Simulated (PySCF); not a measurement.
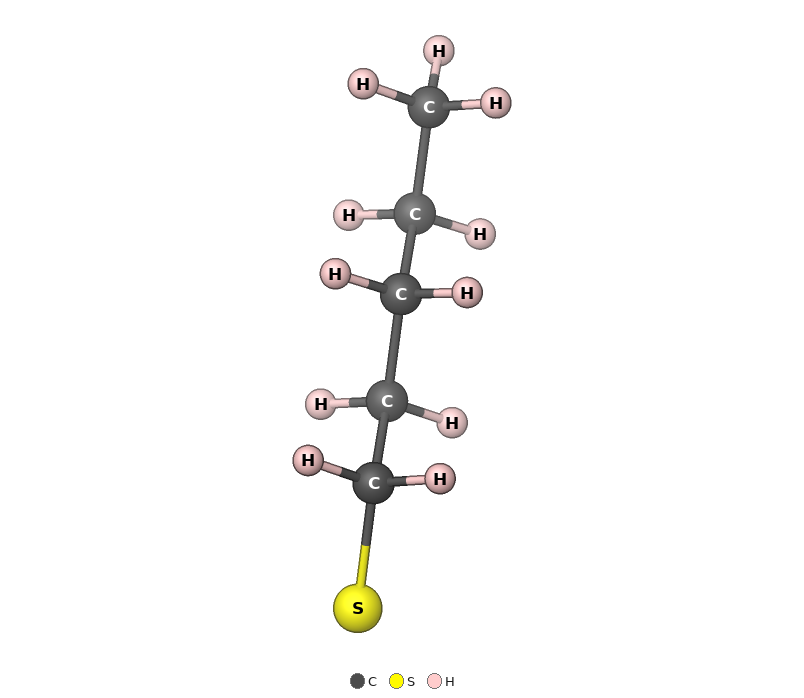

Distant atoms are faded towards the background colour. State: charge −1, singlet. The geometry was computed by an optimisation with PBE0-D3(BJ)/def2-SVP. No frequency run is at hand to confirm it as a minimum.

Which symmetry elements does this geometry have?

It has 1 mirror plane, so the point group is Cs. The group has 2 operations. The geometry is achiral, and symmetry allows a dipole moment.
